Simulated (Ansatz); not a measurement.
## LiY (built on the sites of a database entry of LiIn): a soft mode frozen in

Wanted: the energy along a soft mode of LiY (built on the sites of a database entry of LiIn) and the structure at the end.

Calculated with Ansatz 0.2.0; DFT PBEsol, scalar-relativistic, plane waves, PAW.

The structure was built from a prototype and need not be the compound's stable phase.

## (1) Set-up

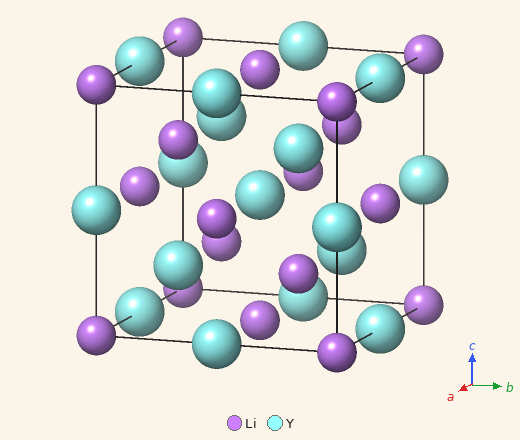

The starting structure, seen slightly off an axis (lithium purple, yttrium teal). This picture shows the conventional cell, with its axes. Some periodic images of atoms are drawn too.

## (2) Response at finite wavevector

The cell comes from relaxations at this level that are not shown. Stability and thermal properties need the whole zone. Linear response on a 4×4×4 q mesh gives force constants as far as a supercell of that size would.

File input.yaml:

```yaml
crystal:
  lattice:
    - [0.0, 3.6938399398, 3.6938399398]
    - [3.6938399398, 0.0, 3.6938399398]
    - [3.6938399398, 3.6938399398, 0.0]
  atoms:
    - { symbol: Li, position: [0.5, 0.5, 0.5] }
    - { symbol: Li, position: [0.75, 0.75, 0.75] }
    - { symbol: "Y", position: [0.0, 0.0, 0.0] }
    - { symbol: "Y", position: [0.25, 0.25, 0.25] }
kpoints:
  mp_grid: { grid: [12, 12, 12] }
hamiltonian:
  xc: pbesol
scf:
  occupations: { method: methfessel_paxton, width: 0.2 }
output:
  eigenvalues: true
phonons:
  method: dfpt
  qmesh: [4, 4, 4]
  temperatures: { t_max: 1000, t_step: 50 }
  qpath:
    path:
      - [[0.0, 0.0, 0.0], [0.5, 0.0, 0.5], [0.625, 0.25, 0.625]]
      - [[0.375, 0.375, 0.75], [0.0, 0.0, 0.0], [0.5, 0.5, 0.5], [0.5, 0.25, 0.75], [0.5, 0.0, 0.5]]
    npoints: 10
```

Started as:

```
ansatz run input.yaml --threads 4 --pin off --max-ram 14336MiB --backend cpu --events-out ev --progress --plain --runs-dir out
```

Numbers of over 12 decimals in the logs are rounded to 6 here.

The program printed:

```text
Warning: phonons: the dynamical matrix that this run interpolates holds no multipole term above the dipole-dipole one, and a site of this crystal is no centre of inversion, so its interpolated transverse optical and acoustic branches and sound speeds can stay off near Gamma, and the density of states and the thermodynamics with them. What a run solves at a wave vector of phonons.qpoints, Gamma apart, where the deck admits one, is free of this, and under fd what a larger phonons.supercell samples
Engine: ansatz 0.2.0, aarch64-unknown-linux-gnu
Pseudopotentials: kind: paw
Pseudopotential: Li, paw, valence charge 3, recommended cutoff 420 eV (normal), Li.paw.azcp
Pseudopotential: Y, paw, valence charge 11, recommended cutoff 420 eV (normal), Y.paw.azcp
Functional definition: PBEsol
  exchange = pbesol_x
  correlation = pbesol_c
Crystal: 4 atoms, lattice volume = 100.801 Å³
Basis set: ecut = 420 eV, 1989 PW (Γ), exchange–correlation on 72×72×72 points (8 copies of the dense FFT grid, shifted against one another)
Bands: 18, of which v1, the nominal top of the filled ones, is band 14 counted from 1 (13 counted from 0)
Symmetry: 48 space group operations
k-points: 72 of 1728
Non-local potential: Li, projectors of the file, l = 0: 3, l = 1: 2, l = 2: 1
Non-local potential: Y, projectors of the file, l = 0: 3, l = 1: 2, l = 2: 2, l = 3: 1
PAW form: soft (Blöchl's): semilocal exchange-correlation on the pseudo side does not see the compensation charge
PAW frozen core: Y, regenerated for the run's functional, and the local potential with it (the file was generated under x = pbe(κ = 0.804, μ = 0.219515), c = pbe(β = 0.066725))
PAW one-centre angular grid: Li, 110 points (default); XC on 64 Gauss nodes
PAW one-centre angular grid: Y, 590 points (default); XC on 64 Gauss nodes
Initial density: superposition of atomic densities (neutral atoms: chi_scale 0, normalization atom), corrected by the library's trained network
Initial wavefunctions: pseudopotential atomic-orbital guess
Functional: x = pbesol(κ = 0.804, μ = 0.123457), c = pbesol(β = 0.046)
SCF iter   1: F=—  HF=-7994.904172 eV  |F-HF|=—  |Δ(HF+E_count)|=         —  Δρ=2.51e-3  dr2=6.39e-3  ethr=1.77e-3  ⟨swp⟩=5.0  Hψ=12291  notcnv=0
automatic band count: the SCF goes on with 22 bands, as 18 were too few: they end inside the smearing window of the response
preconditioner: auto → Kerker (q_TF=auto, 2.204 Å⁻¹)  [metal: Δε(μ)=0.008 eV  Ē_g=3.254 eV  σ=0.200 eV  W_gap=0.03  n_scr=14 (ndim 8)  ℏωp=10.5 eV  f_vac=0.000  D(μ)=3.24/eV (n_scr^D=26)]
SCF iter   2: F=—  HF=-7994.901462 eV  |F-HF|=—  |Δ(HF+E_count)|=   2.71e-3  S|Δr|=    0.00e0  Δρ=1.28e-3  dr2=1.49e-3  ethr=2.28e-5  ⟨swp⟩=2.0  Hψ=2664  notcnv=0
SCF iter   3: F=—  HF=-7994.901050 eV  |F-HF|=—  |Δ(HF+E_count)|=   4.12e-4  S|Δr|=    0.00e0  Δρ=2.27e-4  dr2=4.21e-5  ethr=5.32e-6  ⟨swp⟩=2.0  Hψ=2557  notcnv=0
SCF iter   4: F=—  HF=-7994.901053 eV  |F-HF|=—  |Δ(HF+E_count)|=   3.72e-6  S|Δr|=    0.00e0  Δρ=4.60e-5  dr2=2.70e-6  ethr=1.50e-7  ⟨swp⟩=2.3  Hψ=2104  notcnv=0
SCF iter   5: F=—  HF=-7994.901054 eV  |F-HF|=—  |Δ(HF+E_count)|=   6.24e-7  S|Δr|=    0.00e0  Δρ=1.40e-5  dr2=3.20e-7  ethr=9.63e-9  ⟨swp⟩=1.5  Hψ=1623  notcnv=0
SCF iter   6: F=—  HF=-7994.901054 eV  |F-HF|=—  |Δ(HF+E_count)|=   1.89e-8  S|Δr|=    0.00e0  Δρ=2.35e-6  dr2=6.34e-9  ethr=1.14e-9  ⟨swp⟩=2.0  Hψ=1839  notcnv=0
SCF iter   7: F=—  HF=-7994.901054 eV  |F-HF|=—  |Δ(HF+E_count)|=   1.03e-9  S|Δr|=    0.00e0  Δρ=6.26e-7  dr2=3.93e-10  ethr=2.26e-11  ⟨swp⟩=2.2  Hψ=2604  notcnv=0
SCF iter   8: F=—  HF=-7994.901054 eV  |F-HF|=—  |Δ(HF+E_count)|=  3.82e-11  S|Δr|=    0.00e0  Δρ=1.13e-7  dr2=1.36e-11  ethr=1.40e-12  ⟨swp⟩=2.3  Hψ=2488  notcnv=0
SCF iter   9: F=-7994.901054 eV  HF=-7994.901054 eV  |F-HF|=1.82e-12  |Δ(HF+E_count)|=  7.28e-12  S|Δr|=    0.00e0  Δρ=2.33e-8  dr2=2.83e-13  ethr=1.00e-12  ⟨swp⟩=7.0  Hψ=5634  notcnv=0
SCF 1 converged in 9 iterations: F = -7994.901054 eV  dr2 = 2.83e-13
  greatest PAW one-centre occupation: 1.000 electrons in one spin orbital (limit 2), on the Li atom at site 1 (counted from 0), in its partial waves of l = 0
Initial density: read from a saved state, or passed on in memory by an earlier SCF of this step, an earlier step, the calling program or the single point that the run made first
iter 1 solved again at ethr=4.88e-8 eV; its pass at ethr=3.10e-3 eV (dr2=1.37e-5 eV) is discarded
SCF iter   1: F=—  HF=-7994.901054 eV  |F-HF|=—  |Δ(HF+E_count)|=         —  Δρ=1.83e-7  dr2=4.19e-11  ethr=4.88e-8  ⟨swp⟩=4.2  Hψ=9702  notcnv=0
eigensolver tolerance schedule: the retry pair's looser diagonalisation over-reported the residual by 326225.85 of it (diagonalisation noise at an unbounded share of the residual, at the tolerance the schedule requests for it); recorded, not acted on — ethr = c·dr2/N_el stays at c = 1.0e-1
preconditioner: auto → Kerker (q_TF=auto, 2.204 Å⁻¹)  [metal: Δε(μ)=0.004 eV  Ē_g=2.023 eV  σ=0.200 eV  W_gap=0.02  n_scr=14 (ndim 8)  ℏωp=10.5 eV  f_vac=0.000  D(μ)=3.28/eV (n_scr^D=26)]
SCF iter   2: F=—  HF=-7994.901054 eV  |F-HF|=—  |Δ(HF+E_count)|=   1.58e-7  S|Δr|=    0.00e0  Δρ=9.29e-8  dr2=9.68e-12  ethr=1.00e-12  ⟨swp⟩=1.9  Hψ=4902  notcnv=0
SCF iter   3: F=-7994.901054 eV  HF=-7994.901054 eV  |F-HF|=4.55e-12  |Δ(HF+E_count)|=  9.09e-13  S|Δr|=    0.00e0  Δρ=6.25e-8  dr2=4.22e-12  ethr=1.00e-12  ⟨swp⟩=1.0  Hψ=2880  notcnv=0
SCF 2 converged in 3 iterations: F = -7994.901054 eV  dr2 = 4.22e-12
phonons: the bands overlap, so this run is a metal and interpolates without the dipole-dipole term. If the crystal is really an insulator or semiconductor, its LO-TO splitting is missing
NSCF: frozen V_eff on 72 k-points
NSCF: frozen V_eff on 163 k-points
DFPT response loops at q = (0, 0, 0) (fractional): preconditioner auto → Kerker (q_TF=auto, 2.204 Å⁻¹) (partly filled bands, converged f_vac=0.000); β = 1.00, the filter's whole step (`scf.mixing.beta` (0.50) is not read by the response loops under this deck's `scf.mixing.preconditioner`; to damp them name `kerker` or `kerker_dos`, under which they read `scf.mixing.beta`, and type it under 1.00, their step now; both keys bind the ground state too); Broyden in place of MSR1
NSCF: frozen V_eff on 1872 k-points
DFPT response loops at q = (0, 0, 0.25) (fractional): mixed as the last ones told, above
NSCF: frozen V_eff on 952 k-points
DFPT response loops at q = (0, 0, -0.5) (fractional): mixed as the last ones told, above
NSCF: frozen V_eff on 1020 k-points
DFPT response loops at q = (0, 0.25, 0.25) (fractional): mixed as the last ones told, above
NSCF: frozen V_eff on 3456 k-points
DFPT response loops at q = (0, 0.25, -0.5) (fractional): mixed as the last ones told, above
NSCF: frozen V_eff on 1872 k-points
DFPT response loops at q = (0, 0.25, -0.25) (fractional): mixed as the last ones told, above
NSCF: frozen V_eff on 560 k-points
DFPT response loops at q = (0, -0.5, -0.5) (fractional): mixed as the last ones told, above
NSCF: frozen V_eff on 1020 k-points
DFPT response loops at q = (0.25, -0.5, -0.25) (fractional): mixed as the last ones told, above
SCF converged after 9 iterations
Stability not checked: this state was not tested for a lower state beside it, because cold or Methfessel-Paxton smearing, or corrected tetrahedra, fill the levels in a way that the test cannot read (fill_not_monotonic; see scf.lower_state_search)
Free energy (F): -7994.901054 eV
Harris-Foulkes:  -7994.901054 eV  (|F-HF|=1.82e-12)
Internal energy: -7994.903718 eV  (E = F + TS)
E sigma→0 (E₀):  -7994.901720 eV
Entropy (-TS):   0.002664 eV (0.666 meV/atom)
Fermi energy:    6.448230 eV
--- Per-component energies (eV) ---
  E_band       = -456.485966
  E_kinetic    = 652.966745
  E_local      = -1664.762864  (includes V_loc(G=0)·N_el)
  E_nonlocal   = 38.289028
  E_hartree    = 535.580346
  E_xc         = -362.623329
  E_vxc        = -421.225507  (∫ρ·V_xc dr)
  E_paw        = -5586.347172  (= ΣΔE_a)
  E_vpaw       = -132.914085  (= ΣTr[D̂ρ^β])
  E_aug_tail   = 0.000035  (compensation charges beyond the density's cutoff)
  E_ewald      = -1608.304053
  E_core_change = 0.297546  (= ΣΔE_core)
  E_smearing   = 0.002664  (= −TS)
  E_closure    = -0.000000  (closes the sum)
  Σ components = -7994.901054   (vs F -7994.901054, Δ=0.00e0)
--- Band table (eV; the first three rows and the last of 72) ---
  k-point 0: bands = [... 10 lower, 2.2126, 6.3890, 6.3890, 6.4782, 6.4782, 6.4782, 7.4200, 7.4200, ... 4 higher]
  k-point 1: bands = [... 10 lower, 2.2773, 6.1920, 6.1920, 6.4703, 6.7195, 6.7195, 7.2618, 7.4122, ... 4 higher]
  k-point 2: bands = [... 10 lower, 2.4668, 6.0139, 6.0139, 6.3962, 6.9325, 6.9887, 6.9887, 7.4292, ... 4 higher]
  k-point 71: bands = [... 10 lower, 4.9850, 4.9850, 5.3003, 5.3003, 6.8723, 6.8723, 7.4721, 7.4721, ... 4 higher]
--- Phonons (Γ-DFPT): 2 representative perturbations + reference (Σ response iterations 6) ---
  ASR residual: 2.957e-5 → 0.000e0 eV/Å²; symmetrization residual: 7.045e-7 eV/Å²
  ASR residual per site (eV/Å²): 3.17e-6 3.17e-6 2.96e-5 2.96e-5
  Γ frequencies (cm⁻¹): 0.00 0.00 0.00 105.09 105.09 105.09 241.64 241.64 241.64 301.73 301.73 301.73
--- Phonons (arbitrary-q DFPT): 8 irreducible q on the 4×4×4 mesh ---
  q = [0.0000, 0.0000, 0.0000] (star 1, of the zone-centre solve; hermiticity 4.69e-7, symmetrization 1.33e-13): -0.00 0.00 0.00 105.09 105.09 105.09 241.64 241.64 241.64 301.73 301.73 301.73
  q = [0.0000, 0.0000, 0.2500] (star 8, 2 solved perturbations on 936 of 1728 k-point pairs; hermiticity 6.43e-7, symmetrization 3.25e-13): 21.93 21.93 32.10 97.18 103.55 103.55 250.66 250.66 264.51 292.63 299.17 299.17
  q = [0.0000, 0.0000, -0.5000] (star 4, 2 solved perturbations on 476 of 1728 k-point pairs; hermiticity 1.03e-5, symmetrization 6.18e-6): 6.37 28.10 28.10 99.78 104.89 104.89 261.97 261.97 278.60 288.75 294.15 294.15
  q = [0.0000, 0.2500, 0.2500] (star 6, 4 solved perturbations in 1608 linear systems a pass and spin channel, the states on 510 of 1728 k-point pairs; hermiticity 4.87e-7, symmetrization 2.72e-13): -22.14 -22.14 51.16 90.34 99.52 99.52 254.87 254.87 269.00 292.41 292.54 292.54
  q = [0.0000, 0.2500, -0.5000] (star 24, 4 solved perturbations in 5328 linear systems a pass and spin channel, the states on 1728 of 1728 k-point pairs; hermiticity 5.06e-7, symmetrization 6.40e-8): -44.65 -42.61 39.21 81.09 110.54 115.29 261.32 262.36 275.12 280.72 288.36 292.48
  q = [0.0000, 0.2500, -0.2500] (star 12, 4 solved perturbations in 2892 linear systems a pass and spin channel, the states on 936 of 1728 k-point pairs; hermiticity 3.62e-7, symmetrization 1.61e-13): -30.70 -27.48 21.08 86.33 111.22 115.61 259.02 259.15 272.16 284.76 295.07 296.57
  q = [0.0000, -0.5000, -0.5000] (star 3, 4 solved perturbations in 886 linear systems a pass and spin channel, the states on 280 of 1728 k-point pairs; hermiticity 2.93e-7, symmetrization 2.34e-7): -60.60 -60.60 72.69 72.69 116.40 116.40 264.23 264.23 279.02 279.02 280.17 280.17
  q = [0.2500, -0.5000, -0.2500] (star 6, 4 solved perturbations in 1544 linear systems a pass and spin channel, the states on 510 of 1728 k-point pairs; hermiticity 7.50e-6, symmetrization 2.45e-6): -49.66 -49.66 57.01 57.01 118.65 118.65 268.48 268.48 272.45 272.45 289.62 289.62
  sum rule: each row above includes the acoustic sum rule's correction from the zone centre's row sums; it moved no ω² by more than (0.35 cm⁻¹)²
  mesh force constants: q→R imaginary residual 4.45e-18; ASR residual 2.957e-5 → 0.000e0 eV/Å²; symmetrization residual 2.887e-15 eV/Å²
  interpolated dispersion: 62 rows × 12 modes
  density of states and harmonic sums: on the 16×16×16 q-mesh, interpolated from the force constants of a 4×4×4 supercell (no non-analytic term)
  largest difference from the sums on the solved wave vectors: F 4.26e-3 eV, S 5.48e-6 and C_V 6.93e-7 eV/K
  zero-point energy: 0.124614 eV/cell   skipped modes (ω ≤ 0): 222, of them read as no rigid motion or as one in doubt: 219 (1.648e0 modes/cell left out, lowest -60.60 cm⁻¹)   left out of the sums: 1.37e-1 of the cell's modes: C_V's classical limit lies that fraction below 3 k_B per atom; for a crystal, a wire or a layer, F and S can be off by more, and a phonons.interpolated_qmesh denser along its periods is the remedy for the sampling
```

The job ended after 14 min (4 threads of Arm Neoverse V1, shared host; peak memory 6.9 GiB; 55 min of CPU time).

In the SCF lines HF is the Harris–Foulkes energy and dr2 the Hartree energy of the density residual, in eV; the loop may stop once dr2 is under the threshold and the program's other checks hold. Hψ counts applications of the Hamiltonian.

This step gave:

```
volume per atom                                         : 25.20 Å³
gap on the k-mesh                                       : 0 eV
sum-rule residual before enforcement                    : 2.96e-5 eV/Å²
lowest frequency on the path                            : -60.60 cm⁻¹
point group                                             : m-3m
highest frequency on the path or at a solved wavevector : 301.7 cm⁻¹
highest optical mode at the zone centre (no LO-TO term) : 301.7 cm⁻¹
lowest optical zone-centre mode                         : 105.1 cm⁻¹
lowest mode on the q mesh (acoustic modes at Γ apart)   : -60.6 cm⁻¹
```

Frequencies (cm⁻¹) solved at each irreducible wavevector; negative means imaginary. Frequencies by wavevector, by row:

```
q in reciprocal lattice units  star  mode 1  mode 2  mode 3  mode 4  mode 10  mode 11  mode 12
                        0 0 0     1       0       0       0   105.1    301.7    301.7    301.7
                     0 0 0.25     8    21.9    21.9    32.1    97.2    292.6    299.2    299.2
                     0 0 -0.5     4     6.4    28.1    28.1    99.8    288.8    294.1    294.1
                  0 0.25 0.25     6   -22.1   -22.1    51.2    90.3    292.4    292.5    292.5
                  0 0.25 -0.5    24   -44.6   -42.6    39.2    81.1    280.7    288.4    292.5
                 0 0.25 -0.25    12   -30.7   -27.5    21.1    86.3    284.8    295.1    296.6
                  0 -0.5 -0.5     3   -60.6   -60.6    72.7    72.7      279    280.2    280.2
              0.25 -0.5 -0.25     6   -49.7   -49.7      57      57    272.4    289.6    289.6
```

Interpolated from a 4×4×4 q mesh. Phonon branches along the path, in cm⁻¹:

```
    point  branch 1  branch 2  branch 3  branch 4  branch 9  branch 10  branch 11  branch 12
        Γ         0         0         0       105       242        302        302        302
        X       -61       -61        73        73       279        279        280        280
        U       -52       -51        46        74       272        276        286        290
jump to K       -52       -51        46        74       272        276        286        290
        Γ         0         0         0       105       242        302        302        302
        L         6        28        28       100       279        289        294        294
        W       -50       -50        57        57       272        272        290        290
        X       -61       -61        73        73       279        279        280        280
```

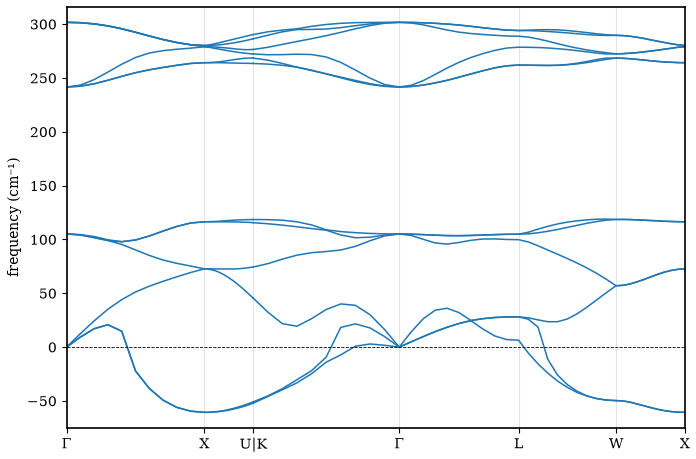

Phonon branches along the path.

Symmetry leaves 8 wavevectors to solve. The lowest mode among them, the acoustic zeros apart, lies at q = (0, -0.5, -0.5) and is imaginary, 60.6i cm⁻¹, so the energy falls along it.

## (3) The mode frozen in, largest atomic shift 0 Å

The mode followed lies at q = (0.25, -0.5, -0.25) with frequency 49.7i cm⁻¹ and is 2-fold degenerate, one of the unstable modes though not the softest. At small amplitude the distorted cell has space group no. 12 by a symmetry search on the positions. The undistorted cell that holds it gives the zero of energy on the same k mesh.

System of this step: LiY (built on the sites of a database entry of LiIn). It takes space group Fd-3m (No. 227, cubic). The conventional cell has a = 7.388 Å, b = 7.388 Å, c = 7.388 Å, α = 90.00°, β = 90.00°, γ = 90.00°. Nearest to Li lie 4 Li at 3.20 Å and 4 Y at 3.20 Å. Nearest to Y lie 4 Li at 3.20 Å and 4 Y at 3.20 Å. Farther neighbours are not listed.

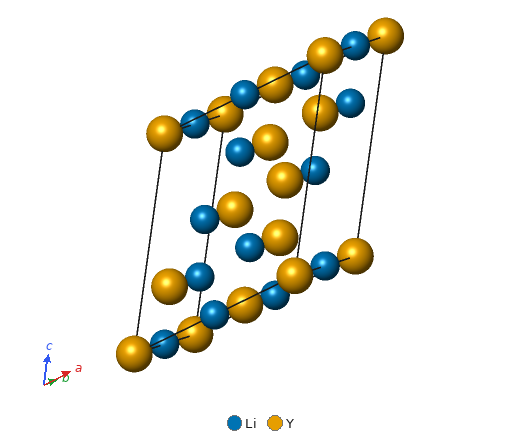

The cell of this step (lithium blue, yttrium orange). Some periodic images of atoms are drawn too.

File input.yaml:

```yaml
crystal:
  lattice:
    - [0.0, 0.0, -7.3876798796]
    - [7.3876798796, 0.0, 0.0]
    - [3.6938399398, -7.3876798796, -3.6938399398]
  atoms:
    - { symbol: Li, position: [0.5, 0.0, 0.0] }
    - { symbol: Li, position: [0.0, 0.5, 0.0] }
    - { symbol: Li, position: [0.25, 0.25, 0.5] }
    - { symbol: Li, position: [0.75, 0.75, 0.5] }
    - { symbol: Li, position: [0.375, 0.375, 0.75] }
    - { symbol: Li, position: [0.875, 0.875, 0.75] }
    - { symbol: Li, position: [0.125, 0.625, 0.25] }
    - { symbol: Li, position: [0.625, 0.125, 0.25] }
    - { symbol: "Y", position: [0.5, 0.5, 0.0] }
    - { symbol: "Y", position: [0.0, 0.0, 0.0] }
    - { symbol: "Y", position: [0.25, 0.75, 0.5] }
    - { symbol: "Y", position: [0.75, 0.25, 0.5] }
    - { symbol: "Y", position: [0.625, 0.625, 0.25] }
    - { symbol: "Y", position: [0.125, 0.125, 0.25] }
    - { symbol: "Y", position: [0.375, 0.875, 0.75] }
    - { symbol: "Y", position: [0.875, 0.375, 0.75] }
kpoints:
  mp_grid: { grid: [6, 6, 6] }
hamiltonian:
  xc: pbesol
scf:
  occupations: { method: methfessel_paxton, width: 0.2 }
output:
  forces: true
  stress: true
  eigenvalues: true
```

The program printed:

```text
[...]
Crystal: 16 atoms, lattice volume = 403.203 Å³
Basis set: ecut = 420 eV, 7881 PW (Γ), exchange–correlation on 100×100×128 points (8 copies of the dense FFT grid, shifted against one another)
Bands: 72, of which v1, the nominal top of the filled ones, is band 56 counted from 1 (55 counted from 0)
Symmetry: 64 space group operations
[...]
k-points: 30 of 216
[...]
k-point 0: bands = [... 52 lower, 5.7344, 6.3893, 6.3893, 6.4784, 6.4785, 6.4785, 6.8725, 6.8725, ... 12 higher]
  k-point 1: bands = [... 52 lower, 6.0014, 6.1782, 6.4461, 6.5237, 6.5237, 6.8330, 6.8756, 6.8756, ... 12 higher]
  k-point 2: bands = [... 52 lower, 6.0402, 6.6154, 6.6567, 6.6567, 6.7514, 6.8816, 6.8816, 6.8816, ... 12 higher]
  k-point 29: bands = [... 52 lower, 5.7758, 5.7758, 5.7766, 5.7766, 6.7241, 6.7241, 6.8037, 6.8037, ... 12 higher]
[key lines of the parts left out:]
SCF converged after 6 iterations
Free energy (F): -31979.604652 eV
Fermi energy:    6.448434 eV
P = ⅓ Tr σ = -0.0212 GPa (-0.212 kbar)
```

Wall time 14 s (4 threads); peak memory 1.3 GiB; 56 s of CPU time.

Numbers from this step:

- pressure: -0.02122 GPa
- energy from the undistorted cell: 0 meV/atom

The run ends at a pressure of -0.02 GPa.

(Continued in part 2 of 2.)

[Logs are printed without paths, hosts, clocks, repeated set-up lines and the standing remarks that a program may print on its own settings, such as how far it seeks lower states.]

[Hosts, paths, dates, database ids (printed as entryN), source tags and the programs' standing remarks are cut or masked in the printed files.]
